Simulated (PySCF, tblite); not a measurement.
Molecule: C₅H₁₂F₂N₂Si, SMILES CN[Si@@H]1NCC[C@@H]1C(F)F.

```xyz
22

C      3.0583    -0.0460    -0.0860
N      1.7436     0.5427    -0.2196
Si     0.4648     0.0985     0.8382
N      0.0702    -1.5593     0.6286
C     -1.3407    -1.7819     0.3732
C     -1.8135    -0.5941    -0.4582
C     -1.2196     0.6699     0.1603
C     -1.1278     1.7889    -0.8332
F     -0.4481     2.8537    -0.3180
F     -2.3519     2.2813    -1.1764
H      2.9409    -1.1199     0.0344
H      3.6453     0.1469    -0.9844
H      3.6063     0.3395     0.7798
H      1.8093     1.5234    -0.4516
H      0.6145     0.5128     2.2455
H      0.5298    -2.3248     1.0916
H     -1.4775    -2.7214    -0.1694
H     -1.9164    -1.8399     1.3071
H     -1.4249    -0.7043    -1.4723
H     -2.9023    -0.5567    -0.5083
H     -1.8487     1.0087     0.9843
H     -0.6222     1.5015    -1.7664
```

GIAO shifts, PBE0/pcSseg-1 in PySCF, at a GFN2-xTB geometry (a minimum by its frequencies), against NH₃ for ¹⁵N and CFCl₃ for ¹⁹F computed at the same level (¹⁵N: a single molecule, while the usual scales start at liquid NH₃ or nitromethane; multiply bonded nitrogen can come out tens of ppm too deshielded; ¹⁹F: this reference is a hard case for the method, so all values can be off together by tens of ppm, and differences between signals are safer). Gas phase, fully decoupled, line heights follow the number of nuclei, widths are arbitrary (no quadrupolar broadening); values of one conformer, averaged over methyl-type rotors and exact or near symmetry; other conformers aren't averaged in.

**Which ¹⁵N signals does it give?**

2 signals.


```
δ (ppm)  nuclei  atoms
   44.6       1     N4
   29.5       1     N2
```

**Which ¹⁹F signals does it give?**

2 signals.


| δ (ppm) | nuclei | atoms |
| --- | --- | --- |
| −123.2 | 1 | F9 |
| −127.6 | 1 | F10 |

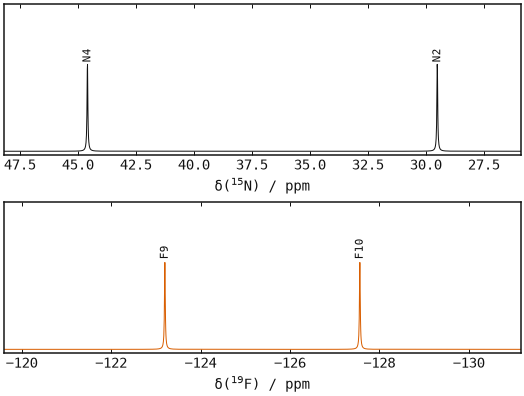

Note: the tight-binding geometry is rougher than a DFT one and adds to the error.
